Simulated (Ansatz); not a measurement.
F4MnN (charge −2)

Input file:

```
crystal:
  periodic: [false, false, false]
  atoms:
    - {symbol: Mn, position_ang: [0.000170, -0.000394, 0.102119]}
    - {symbol: N, position_ang: [0.002631, -0.006197, 1.579069]}
    - {symbol: F, position_ang: [1.820317, 0.013785, -0.423013]}
    - {symbol: F, position_ang: [-0.012874, 1.822440, -0.413377]}
    - {symbol: F, position_ang: [-1.821713, -0.010519, -0.417047]}
    - {symbol: F, position_ang: [0.011470, -1.819116, -0.427741]}
basis:
  gaussian: {orbitals: def2-TZVPD, initial_orbitals: start.molden}
total_charge: -2
hamiltonian: {xc: pbe0, dispersion: d4}
scf: {omitted_lower_state_checks: [starts]}
output: {orbitals: {seedname: orbitals}}
```

Launched as:

```sh
ansatz run in.yaml --threads 4 --pin off --events-out ev --progress --plain --max-ram 3916MiB
```

Geometry: PBE0-D4/def2-SVPD; the highest occupied orbital lies above zero, a sign that basis and functional describe the outermost electron poorly.

Method: RKS PBE0-D4/def2-TZVPD (Ansatz 0.2.0).

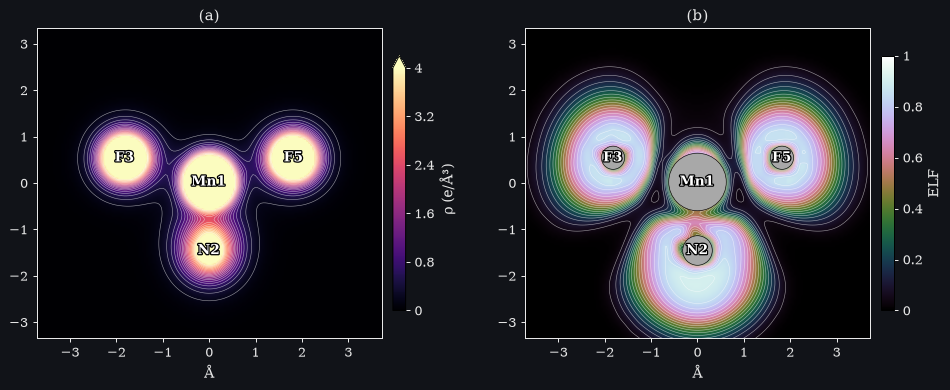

Figure 1. (a) total electron density; (b) electron localisation function on the plane of atoms N2, Mn1 and F5. Grey discs cover the atomic cores in the ELF map.

### Interpret the plot.

Atoms in the plane: Mn, N and F. Mn–N (1.48 Å): ρ at the midpoint is about 2.6 e/Å³; the ELF peaks at about 0.65 in the valence shell of N, 0.6 Å from its nucleus, and is about 0.55 at the midpoint. Mn–F (1.89 Å): ρ is about 0.62 e/Å³ halfway; the ELF peaks at about 0.85 in the valence shell of F, 0.5 Å from its nucleus, and is about 0.15 at the midpoint.

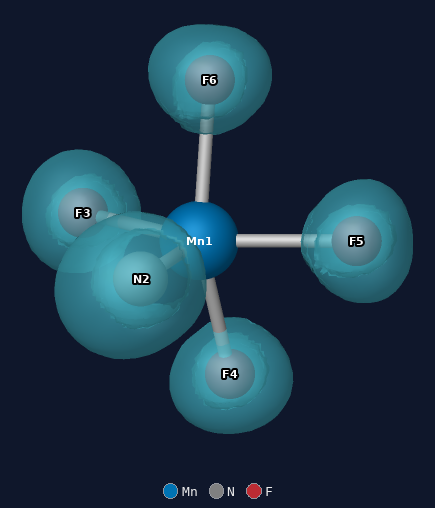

Figure 2. Isosurface of the ELF at 0.8 (cyan), seen at a tilt. Core shells and regions of very low density are left out.

### Identify the bonds, lone pairs and shells in this picture.

At this value the surface marks out one lobe on N, pointing away from the bonds (lone pairs) and four regions wrapped around F (the valence shell of each).

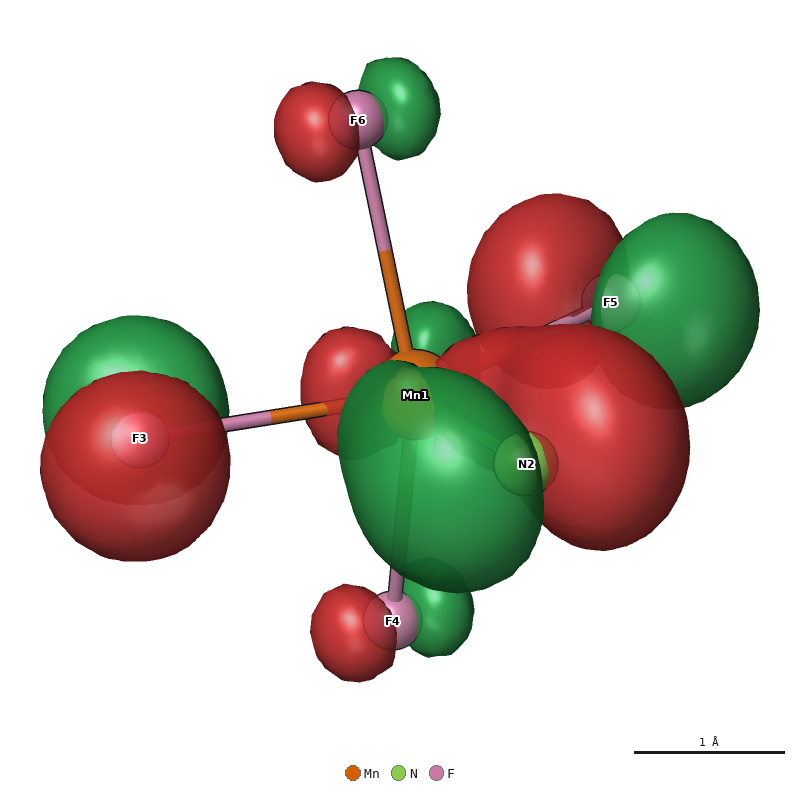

Figure 3. The HOMO−1 at ±0.15 Å⁻³ᐟ² (green and red are the two phases), seen at a tilt.

### What is the character of this orbital?

Its weight (Hirshfeld) is mainly on N2 (about 30 %), F3 (about 25 %), F5 (about 25 %) and Mn1 (about 15 %). It is one of a degenerate set, so its orientation is arbitrary. Its energy is 1.19 eV.
